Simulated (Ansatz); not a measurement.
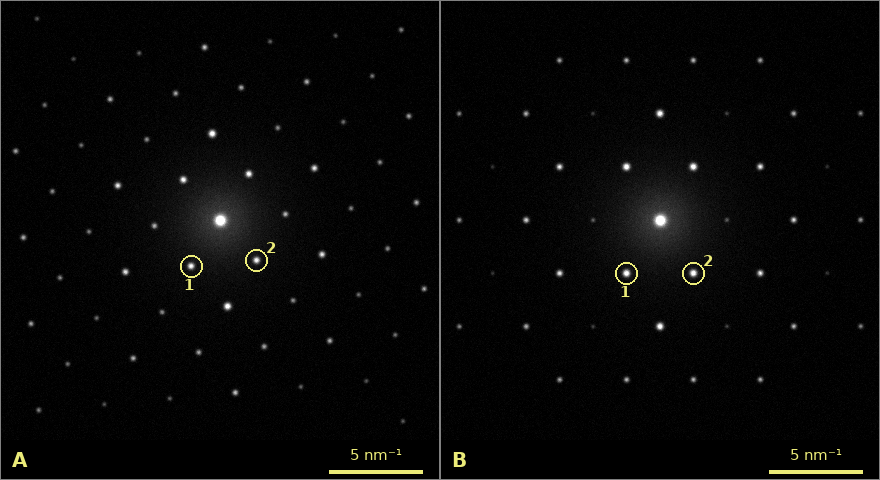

Kinematic electron diffraction patterns (300 kV, B = 0.5 Å², same scale) along [101] of the run's own cell, for the start and the end of one relaxation of NaHPb2 with DFT, PAW plane waves, r2scan in Ansatz. k mesh 7×7×7. The start is a generated model structure, and the relaxation ends in the nearest stationary point of its symmetry, not necessarily the ground state. Spot 1 is 0 -1 0 and spot 2 is 1 -1 -1 in both.

Start structure:

```
CELL_PARAMETERS angstrom
0.00000 -2.27612 3.62620
1.45483 -1.75049 -3.62620
6.29974 0.00000 0.00000
ATOMIC_POSITIONS crystal
Na 0.00000 0.00000 0.00000
Pb 0.58330 0.16660 0.25010
Pb 0.41670 0.83340 0.74990
H 0.50000 0.00000 0.50000
```

Q: Which pattern belongs to the start structure, and which to the relaxed one?

A: A is the start: its cell gives d(1) = 3.410 Å, d(2) = 3.410 Å and an angle of 74.4°. B is the relaxed structure, with d(1) = 2.952 Å (-13.5 %), d(2) = 2.952 Å (-13.5 %) and 64.3°.

Q: Name reflections whose intensity changes strongly on relaxation.

A: 1 0 -1 goes from 16 to 1.3 % of the strongest spot; 2 0 -2 goes from 5.1 to 29 % of the strongest spot; 1 2 -1 goes from 3.4 to 16 % of the strongest spot.

Q: What did the relaxation do to the structure and the energy?

A: The volume changed by +7.1 % to 24.62 Å³ an atom; with the mean shift removed, the atoms moved by up to 0.33 Å relative to the cell (Pb most); the space group stayed R-3m (No. 166); the free energy fell by 1400 meV an atom. Relaxed cell: a = 3.486 Å, b = 3.486 Å, c = 9.571 Å, α = 79.51°, β = 90.00°, γ = 120.00°.
